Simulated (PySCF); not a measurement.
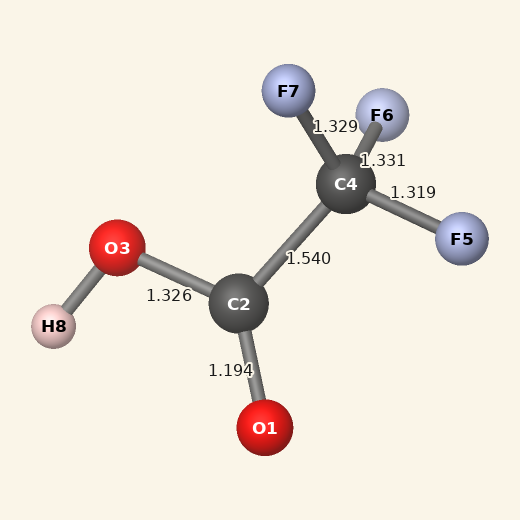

The numbers beside the sticks are distances in Å. Sticks don't show bond order. The geometry was computed by an optimisation with PBE0-D3(BJ)/def2-SVP. No frequency run is at hand to confirm it as a minimum.

### Which of the marked bonds are single, double, triple or aromatic?

O1–C2 double; C2–O3 single; C2–C4 single; C4–F5 single; C4–F6 single; C4–F7 single.

### Write the SMILES.

O=C(O)C(F)(F)F
